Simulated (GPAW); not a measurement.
# Surface energy and work function of W(100) from slabs of 4 to 14 layers (LDA)

How do energy and work function of W(100) films settle with thickness, and what surface energy follows?

Set-up. GPAW 26.7.0, plane waves at 450 eV with PAW setups; symmetric 1×1 slabs cut at the tabulated lattice constant (two decimals; low-temperature values for the alkali metals), atoms at bulk places, 7.5 Å of vacuum on each side, one in-plane mesh for all thicknesses, Fermi-Dirac smearing of 0.1 eV. Energies are extrapolated to zero smearing and count from the program's reference atoms. Functional LDA. The cell's area is 9.986 Å².

The runs, one held back:

| layers | energy (eV) | work function (eV) |
| --- | --- | --- |
| 4 | −45.0695 | 4.46 |
| 5 | −57.9391 | 4.52 |
| 6 | −70.7591 | 4.50 |
| 7 | −83.5664 | 4.50 |
| 8 | −96.3411 | 4.50 |
| 9 | −109.1488 | 4.51 |
| 10 | −121.9499 | 4.51 |
| 11 | −134.7491 | 4.50 |
| 12 | −147.5442 | 4.51 |
| 14 | ? | ? |

Q: What surface energy do these runs give, and what energy and work function should the 14-layer slab have?

Worked answer. A slab of n layers has E(n) = nε + 2Aγ once its middle is bulk-like. A line through n = 6 to 12 has the slope ε = −12.7975 eV a layer and the intercept 2Aγ = 6.0261 eV (r.m.s. residual 6.3 meV). So γ = 6.0261 / (2 × 9.986 Å²) = 0.3017 eV/Å² = 4.83 J/m², with a standard error of about 0.01 J/m² from the scatter about the line. For 14 layers: 6.0261 + 14 × (−12.7975) = −173.139 eV; the run gives −173.141 eV, 2.2 meV under the line. The work function has no such law: from 6 to 12 layers it moves between 4.50 and 4.51 eV (mean 4.50), and the 14-layer slab gives 4.51 eV. The thinnest slab, 4 layers, lies −0.04 eV from that mean. The measured value for this face is 4.65 eV (“Anisotropic work function of elemental crystals” (2019, arxiv:1902.07811)), for a face that reconstructs.

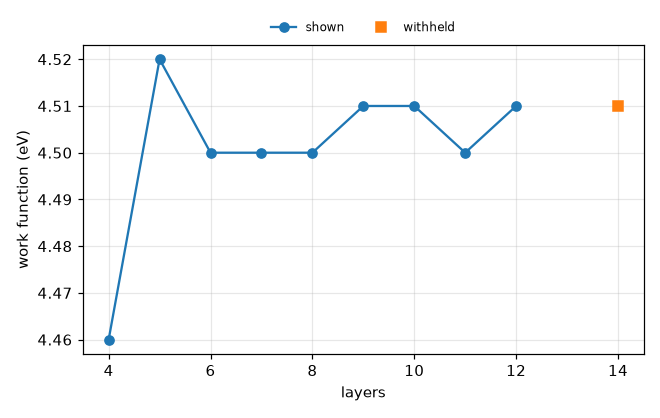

Work function against thickness.

**Limits.** The surfaces are unrelaxed, so γ is an upper bound for this functional and lattice constant. The tabulated lattice constant isn't the functional's own, which strains the slab a little. Spin-orbit coupling is left out.
